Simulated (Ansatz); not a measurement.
## Fields on a plane of LaHg (CsCl type)

```xyz
2
Lattice="3.8368 0.0000 0.0000 0.0000 3.8368 0.0000 0.0000 0.0000 3.8368" Properties=species:S:1:pos:R:3 pbc="T T T"
La     1.9184     1.9184     1.9184
Hg     0.0000     0.0000     0.0000
```

The slice is a {100} plane (indices of the conventional cell) through the point (0.500, 0.500, 0.500) (fractional), spanned by u = [100] and v = [010] in vectors of this cell: u (3.84 Å) and v (3.84 Å, at 90° to u). It covers one period; positions are fractions (u, v).

Atoms on it: La at (0.00, 0.00).

All values below come from PBEsol (plane waves to 420 eV, PAW, scalar-relativistic; Ansatz, an electronic-structure program). k mesh 12×12×12. Inside the PAW spheres the values are not all-electron values, and peaks at nuclei hang on which shells count as valence. LaHg is run without spin polarisation. LaHg was relaxed with its symmetry unable to fall. Spin-orbit coupling is left out, though Hg is heavy.

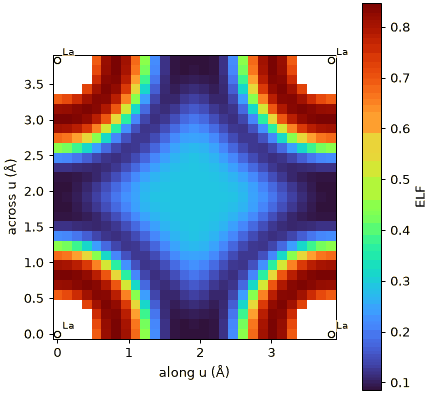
Figure: Electron localisation function (ELF), one period of the plane, atoms marked. Points within 0.5 Å of a nucleus are left white, as the pseudised field means little there.

```
|9999999764210000012467999999|
|9999998754210000012457899999|
|9999998753210000012357899999|
|9999987643210000012346789999|
|9999876532100000001235678999|
|9988765432100000001234567889|
|7777654321100000001123456777|
|6655433211000000000112334556|
|4443322110000000000011223344|
|2222211100000000000001112222|
|1111100000000000000000001111|
|0000000000000000000000000000|
|0000000000000111000000000000|
|0000000000000111000000000000|
|0000000000000111000000000000|
|0000000000000000000000000000|
|1111100000000000000000001111|
|2222211100000000000001112222|
|4443322110000000000011223344|
|6655433211000000000112334556|
|7777654321100000001123456777|
|9988765432100000001234567889|
|9999876532100000001235678999|
|9999987643210000012346789999|
|9999998753210000012357899999|
|9999998754210000012457899999|
|9999999764210000012467999999|
|9999999764210000012467999999|
```
Scale: ten equal steps from -1.12 (start of '0') to 0.23 (end of '9'), in the order '0123456789'. Values: log₁₀ of the valence density in e/Å³. The map has 28 points along u (one character each, u = 0 at the left) and 28 along v (v = 0 in the bottom row). The scale is logarithmic, as a density can span decades between atoms and voids.
